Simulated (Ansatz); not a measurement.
We consider hcp Be, described by r²SCAN+rVV10 (Ansatz, a program for electronic structure, PAW).

Run with plane-wave cutoff 560 eV, 30×30×16 k mesh (along the axes of the cell as run), Fermi–Dirac smearing 0.05 eV, scalar-relativistic PAW data made under PBE.

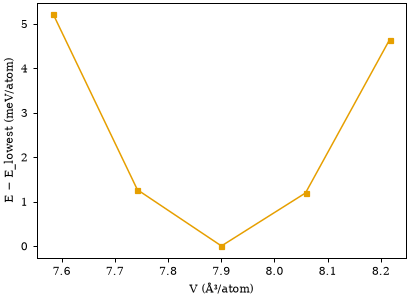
Fig. 1. Total energy against volume

Question: From the curve, estimate the equilibrium volume and the bulk modulus.

Answer: V0 ≈ 7.9 Å³/atom and B0 ≈ 120 GPa; the fit gives V0 = 7.900 Å³/atom, B0 = 125 GPa, B′ = 3.3.

Shape and atoms are relaxed at each volume.

Measured, for comparison: bulk modulus 117 GPa (room temperature, not corrected to a static lattice, our sources range from 97.2 to 117; as tabulated in arXiv:2410.04971). Computed (rounded) less measured: bulk modulus not scored (sources differ). A static lattice is as a rule a little smaller and stiffer than an uncorrected measurement, which narrows the difference in the bulk modulus and would widen misses of the other sign.

Note: the bulk modulus comes from volumes at which shape and atoms were relaxed.
